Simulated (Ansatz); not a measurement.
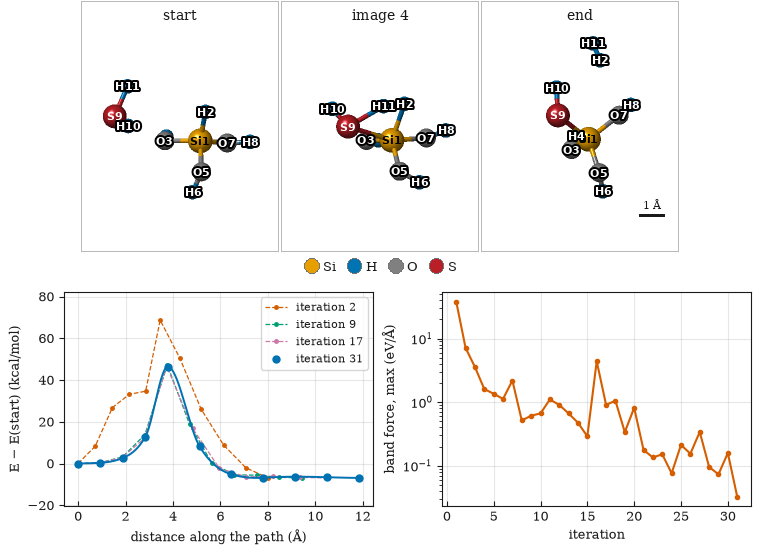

A nudged-elastic-band calculation for SiH₆SO₃. Images are numbered from 0 (start) to 10 (end). The plot follows the band through its iterations. A ball-and-stick model, seen from a free direction.

All numbers below come from RKS B3LYP-D4/def2-SVP (Ansatz 0.2.0). Settings: 9 movable images; climbing image; force threshold 0.05 eV/Å; iteration limit 60; starting path through a guess of the saddle point.

**How did the profile develop, and is the result final?**

The run is converged, with reservations. The band converged in 31 iterations. The largest component of the band force went from 38 to 0.033 eV/Å. The climbing image converged on the top of the path. Its vibrational analysis gives one imaginary mode (1094i cm⁻¹), as a transition state must have. The first iteration put the highest image at 248.7 kcal/mol. The energy climbs by 46.4 kcal/mol to image 4 and then falls by 53.3 kcal/mol, so the end point sits at −6.9 kcal/mol.

The run took 11 min on 4 threads of Arm Neoverse N1 (shared host), peak memory 0.26 GiB.
